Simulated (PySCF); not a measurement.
SMILES F[Si](F)(F)[SiH2][GeH3] (H₅F₃GeSi₂), PBE0/def2-SVP optimised geometry. Atoms within 1.6 Å of the plane z = 0.0 Å (x, y, z in Å): Si5 (1.17, -0.04, 0.00), Ge6 (-1.21, -0.04, 0.00), H7 (1.71, 0.83, 1.09), H8 (1.74, -1.41, 0.13), H9 (-1.72, -0.75, -1.26), H10 (-1.74, -0.77, 1.25), H11 (-1.71, 1.41, 0.00).

Computed with PBE0/def2-TZVP run with PySCF. Cells within 0.4 Å of a nucleus heavier than hydrogen are left out (blank, or x).

Map of the Laplacian of the electron density (e/bohr⁵), clipped to [-1.50, 1.50] on the plane z = 0.0 Å:

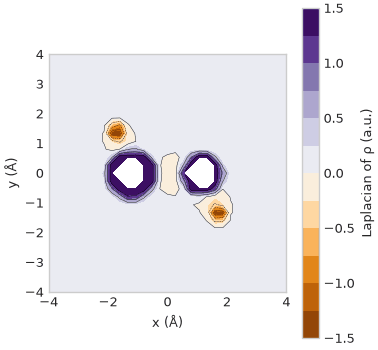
Figure. Laplacian of the electron density (e/bohr⁵), clipped to [-1.50, 1.50] on the plane z = 0.0 Å.
